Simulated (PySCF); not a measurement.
## C3F3: a changed input and its effect

System: C3F3, charge −1.
Method of run A: GIAO PBE0/def2-TZVPP NMR shielding, non-relativistic, gas phase (PySCF 2.14.0).

The geometry comes from this level: GFN2-xTB. Text and figures count atoms from 1; the logs count them from 0 in places.

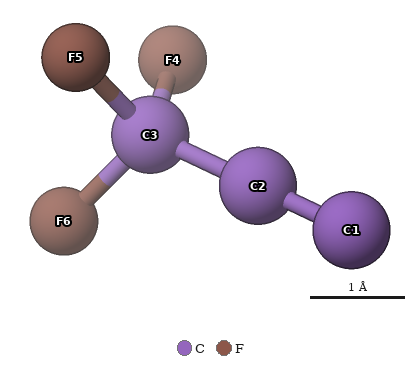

The structure (ball-and-stick view, seen at a tilt; atoms are numbered from 1 in the order of the input). Bond lengths as drawn: C–C 1.23 to 1.42 Å and C–F 1.39 Å.

## Input file, run A
```
{"job": {"kind": "nmr", "xc": "PBE0", "basis": "def2-TZVPP", "pop": false}, "charge": -1, "multiplicity": 1}
C      2.278104    -0.040852    -0.043066
C      1.044840    -0.018449    -0.022189
C     -0.373484     0.007012     0.003081
F     -0.973534     1.098579    -0.618512
F     -0.960381     0.024981     1.265519
F     -1.012423    -1.069281    -0.606406
```

The first line tells a small driver script what to run in PySCF; the rest is the geometry in Å.

Launched with:
```bash
OMP_NUM_THREADS=1 python <driver script> task.json out
```

Hardware: 1 CPU thread, shared host.

## Output (run A)
```
coarse grid: 6520 points
cycle   1  E = -413.3442038512  dE =  7.901e-01  |g| = 1.012e+00  |ddm| = 2.533e+00
cycle   2  E = -412.9853065103  dE =  3.589e-01  |g| = 1.718e+00  |ddm| = 3.839e+00
cycle   3  E = -413.5194180557  dE = -5.341e-01  |g| = 2.818e-01  |ddm| = 2.210e+00
cycle   4  E = -413.5365089777  dE = -1.709e-02  |g| = 9.931e-02  |ddm| = 4.093e-01
cycle   5  E = -413.5389310598  dE = -2.422e-03  |g| = 2.109e-02  |ddm| = 2.184e-01
cycle   6  E = -413.5390376934  dE = -1.066e-04  |g| = 2.558e-03  |ddm| = 6.559e-02
cycle   7  E = -413.5390391299  dE = -1.437e-06  |g| = 9.967e-04  |ddm| = 5.570e-03
final grid: 68440 points
cycle   8  E = -413.5469296893  dE = -5.981e-05  |g| = 6.899e-03  |ddm| = 5.909e-02
cycle   9  E = -413.5469230333  dE =  6.656e-06  |g| = 9.705e-03  |ddm| = 2.547e-02
cycle  10  E = -413.5469389497  dE = -1.592e-05  |g| = 7.047e-04  |ddm| = 1.081e-02
cycle  11  E = -413.5469390265  dE = -7.677e-08  |g| = 2.624e-04  |ddm| = 2.291e-03
cycle  12  E = -413.5469390349  dE = -8.359e-09  |g| = 1.745e-04  |ddm| = 4.887e-04
cycle  13  E = -413.5469390422  dE = -7.325e-09  |g| = 3.607e-05  |ddm| = 2.893e-04
cycle  14  E = -413.5469390425  dE = -3.298e-10  |g| = 9.870e-06  |ddm| = 7.039e-05
converged SCF energy = -413.5469390425

GIAO shielding tensors (ppm)
atom      isotropic    diamagn.    paramagn.     s11        s22        s33       span
  0 C      -18.077     265.283    -283.361   -136.737   -136.680    219.185    355.921
  1 C       95.597     273.942    -178.344     -4.674     -4.666    296.132    300.806
  2 C       65.260     234.869    -169.609     55.934     55.970     83.877     27.944
  3 F      205.881     471.611    -265.730     88.736    169.975    358.931    270.195
  4 F      205.851     471.656    -265.805     88.676    169.847    359.029    270.353
  5 F      205.876     471.616    -265.741     88.724    169.940    358.963    270.239
```

For run B the input was changed thus:
```diff
-"xc": "PBE0"
-"basis": "def2-TZVPP"
+"xc": "KT3"
+"basis": "Sadlej pVTZ"
```

Predict how the results change.

The total energies belong to different models, so their difference says nothing on which is more stable or more accurate. The HOMO goes from −2.10 to −0.97 eV. The LUMO goes from 5.59 to 3.11 eV. Of all shieldings, the largest change is that of C1, by +44.8 ppm. The functional changes from PBE0 to KT3. The SCF takes 15 iterations against 14. The basis functions go from 186 to 144.

## Output (run B)
```
coarse grid: 6520 points
cycle   1  E = -419.0411047622  dE =  8.310e-01  |g| = 1.148e+00  |ddm| = 8.434e+00
cycle   2  E = -418.1118773400  dE =  9.292e-01  |g| = 2.379e+00  |ddm| = 1.195e+01
cycle   3  E = -419.2091162925  dE = -1.097e+00  |g| = 5.919e-01  |ddm| = 1.135e+01
cycle   4  E = -419.2994978082  dE = -9.038e-02  |g| = 1.443e-01  |ddm| = 7.678e-01
cycle   5  E = -419.3046660900  dE = -5.168e-03  |g| = 5.344e-02  |ddm| = 3.978e-01
cycle   6  E = -419.3053192666  dE = -6.532e-04  |g| = 7.573e-03  |ddm| = 1.269e-01
cycle   7  E = -419.3053286104  dE = -9.344e-06  |g| = 3.198e-03  |ddm| = 2.445e-02
cycle   8  E = -419.3053322560  dE = -3.646e-06  |g| = 2.916e-04  |ddm| = 7.484e-03
final grid: 68440 points
cycle   9  E = -419.3269208852  dE = -1.711e-04  |g| = 3.730e-02  |ddm| = 3.938e-01
cycle  10  E = -419.3263522488  dE =  5.686e-04  |g| = 6.641e-02  |ddm| = 1.172e-01
cycle  11  E = -419.3271385317  dE = -7.863e-04  |g| = 4.535e-03  |ddm| = 7.240e-02
cycle  12  E = -419.3271403638  dE = -1.832e-06  |g| = 4.147e-03  |ddm| = 1.101e-02
cycle  13  E = -419.3271449317  dE = -4.568e-06  |g| = 5.557e-04  |ddm| = 4.472e-03
cycle  14  E = -419.3271450213  dE = -8.957e-08  |g| = 5.791e-05  |ddm| = 1.599e-03
cycle  15  E = -419.3271450220  dE = -7.094e-10  |g| = 2.574e-05  |ddm| = 2.593e-04
converged SCF energy = -419.3271450220

GIAO shielding tensors (ppm)
atom      isotropic    diamagn.    paramagn.     s11        s22        s33       span
  0 C       26.699     300.438    -273.739    -72.557    -72.508    225.162    297.720
  1 C      113.449     265.023    -151.575     24.521     24.546    291.280    266.760
  2 C       77.838     260.045    -182.207     68.899     68.932     95.684     26.785
  3 F      203.108     458.356    -255.248     91.618    161.088    356.617    264.999
  4 F      203.058     458.377    -255.319     91.541    160.896    356.736    265.195
  5 F      203.097     458.356    -255.260     91.599    161.040    356.651    265.052
```

## The two runs side by side

| quantity | run A | run B |
| --- | --- | --- |
| outcome | converged | converged |
| total energy (hartree) | −413.546939 | −419.327145 |
| HOMO (eV) | −2.10 | −0.97 |
| LUMO (eV) | 5.59 | 3.11 |
| shielding of C1 (ppm) | −18.1 | 26.7 |
| shielding of C2 (ppm) | 95.6 | 113.4 |
| shielding of C3 (ppm) | 65.3 | 77.8 |
| shielding of F4 (ppm) | 205.9 | 203.1 |
| shielding of F5 (ppm) | 205.9 | 203.1 |
| shielding of F6 (ppm) | 205.9 | 203.1 |
| SCF iterations | 14 | 15 |
| basis functions | 186 | 144 |
| wall time (shared host) | 8.3 s | 12 s |
